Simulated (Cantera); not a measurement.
Feed: 1 mol SiH₄, 0.29 mol N₂O, at 32.0 Pa.

Cantera equilibrium calculation (NASA polynomials, part measured and part estimated; ideal gas, pure solids and liquids). Candidate condensed phases: H₂O, Si, SiO₂, Si₂N₂O, Si₃N₄; 35 gas species. Mutual solubility and eutectic melting of coexisting phases are not modelled. The tables' values for SiN are old estimates; treat these amounts as uncertain. Gases not in the tables: Si₂H₆ and higher silanes. The numbers say what is thermodynamically allowed, not how fast it happens.

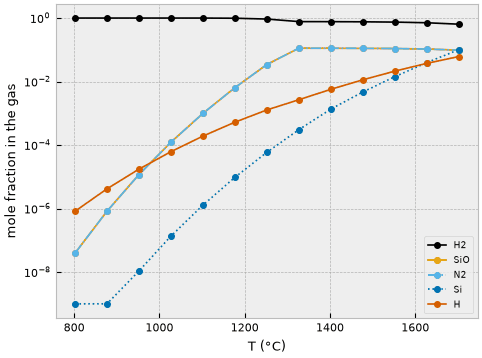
Fig. 1. Equilibrium gas composition (values under 1e-9 drawn at 1e-9)

From 802 °C to 1252 °C the condensed part is Si(s) + Si₂N₂O(s). From 1327 °C to 1402 °C the condensed part is Si(s). From 1477 °C to 1702 °C the condensed part is Si(l). The main Si-bearing gas is SiO at 802 °C and Si at 1702 °C.
